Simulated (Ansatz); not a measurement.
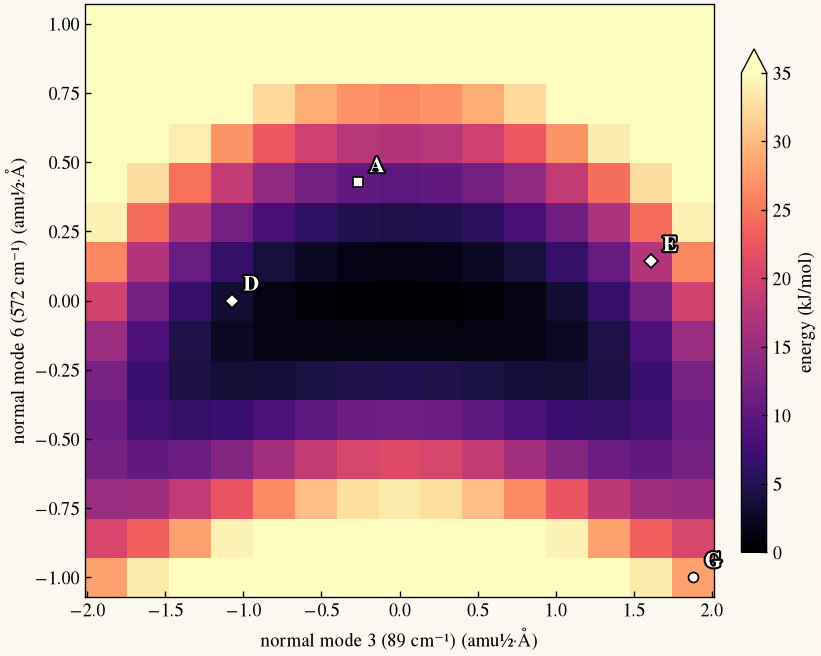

AlBrH3OSi, SMILES [SiH3][O][Al][Br], spin multiplicity 2. First axis: normal mode 3 (89 cm⁻¹). Second axis: normal mode 6 (572 cm⁻¹). Nothing is relaxed (straight displacements along the two mass-weighted modes). The scan uses a 15 × 15 grid. Energies are in kJ/mol, from the lowest grid point. The calculation used Ansatz, UKS SPW92 (LDA)/def2-SVP.

In the figure: one coloured cell a grid point, one colour for all values above the top of the scale, lettered points.

Is E the lowest point of the computed grid?

No. E lies 17.2 kJ/mol above the lowest grid point, which is at normal mode 3 (89 cm⁻¹) = 0.000 amu½·Å, normal mode 6 (572 cm⁻¹) = 0.000 amu½·Å.

Rank the lettered points by energy, lowest first.

D (3.4 kJ/mol), A (10.4 kJ/mol), E (17.2 kJ/mol), G (28.1 kJ/mol).
